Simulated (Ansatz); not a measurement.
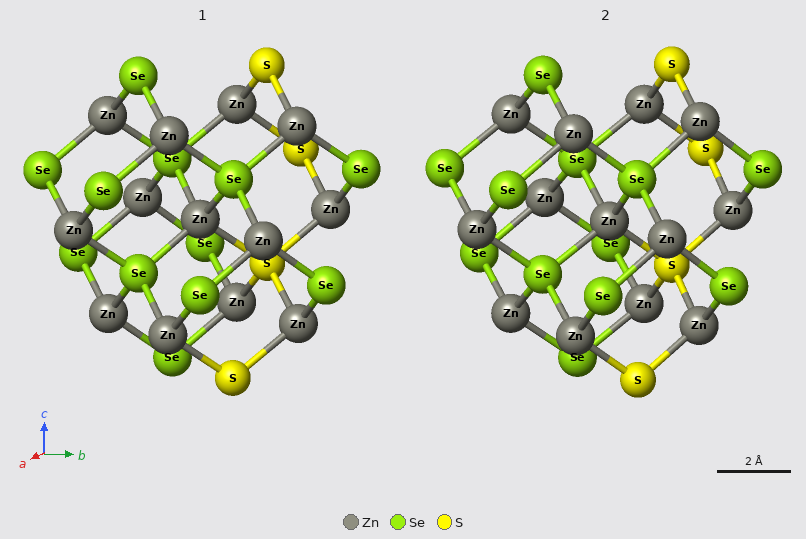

Two geometries of crystalline Zn$_{32}$Se$_{20}$S$_{12}$ (a generated structure, set up in P1), drawn at one scale. One is the start of a relaxation, the other its converged end. The picture is a ball-and-stick view of the atoms within 5.0 Å of the atom that moves most (axes of the cell of the calculation (origin shifted)), seen slightly off an axis.

These are results of DFT, PBEsol, PAW, plane waves (Ansatz 0.2.0), not measurements. (plane-wave cutoff 420 eV; k-point mesh 1 × 1 × 1; mesh shifted by (0.25, 0.25, 0.25); no spin polarisation; cell relaxed at fixed shape; force threshold 0.03 eV/Å; at most 80 steps)

> Which of the two is the end point?

Structure 2 is the relaxed one. A Zn atom moves most: 0.18 Å along [−2 3 −1]. Largest moves by element: Zn 0.18 Å, S 0.10 Å, Se 0.09 Å. The cell doesn't change. Some distances before and after: S–Zn 2.456 → 2.341 Å, Se–Zn 2.325 → 2.430 Å, Se–Zn 2.351 → 2.434 Å, S–Zn 2.410 → 2.329 Å. Among the angles between lasting bonds that change: Zn–Se–Zn 107.5° → 114.1°, Se–Zn–S 107.2° → 112.6°, Zn–S–Zn 108.5° → 113.3°. The space group stays P1 (No. 1). The energy falls by 20.1 meV per atom in 4 geometry steps. The largest force component goes from 0.98 to 0.019 eV/Å. Pressure: 0.43 GPa at the start and 0.00 GPa at the end.
